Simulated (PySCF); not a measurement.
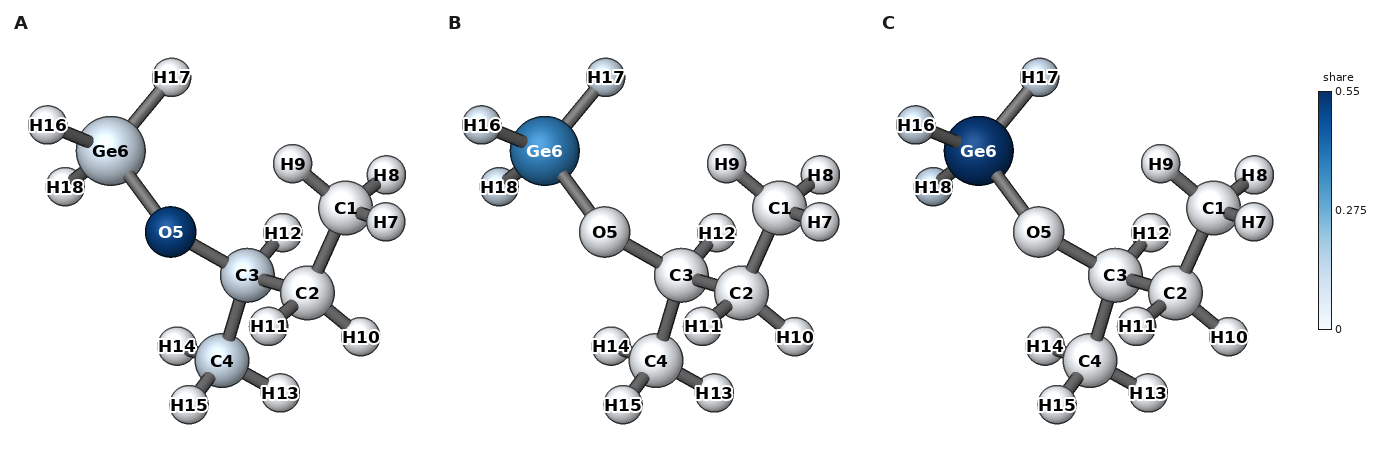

Each panel colours the atoms by their Löwdin share in one orbital (up to four of the largest shares; other atoms are shown as zero). Computed geometry: GFN2-xTB optimisation. No frequency run is at hand to confirm it as a minimum. Computed with PBE0/def2-SVPD (PySCF 2.14.0).

Question: The panels show the HOMO, LUMO, LUMO+1, in some order. Which is which?

Answer: A: HOMO, −7.64 eV; O5 0.51, C4 0.10, C3 0.09, Ge6 0.09
B: LUMO, 0.22 eV; Ge6 0.38, H17 0.11, H18 0.10, H16 0.09
C: LUMO+1, 0.51 eV; Ge6 0.53, H18 0.13, H17 0.11, H16 0.11

The geometry is semi-empirical. Around Ge such bond lengths and angles can be off by a tenth of an ångström or more and by several degrees, and values that hang on the shape move with them.
